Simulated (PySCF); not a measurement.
SMILES CI (CH3I) at its PBE0/def2-SVP optimised geometry (Å):

```
5

C     -0.9020    -0.2605     0.0000
I      1.2395    -0.2605     0.0000
H     -1.2395     0.7815     0.0000
H     -1.2394    -0.7815     0.9024
H     -1.2394    -0.7815    -0.9024
```

Method: PySCF 2.14.0 with PBE0/def2-TZVP, def2 effective core potentials past Kr. The core electrons that the potentials of I replace are not part of the density. Cells within 0.4 Å of a nucleus heavier than hydrogen are left out (blank, or x).

Map of the deformation density (molecule minus spherical neutral atoms) (e/bohr³) on the plane z = 0.0 Å:

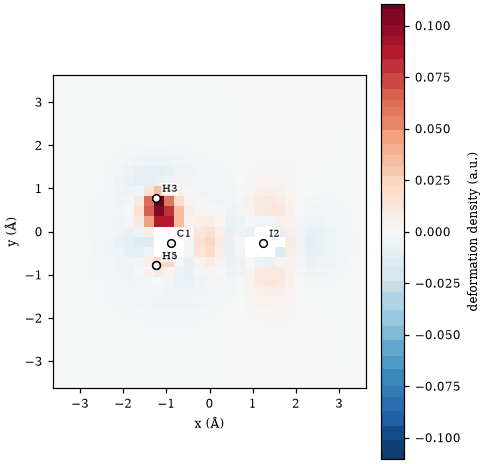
Figure. Deformation density (molecule minus spherical neutral atoms) (e/bohr³) on the plane z = 0.0 Å.
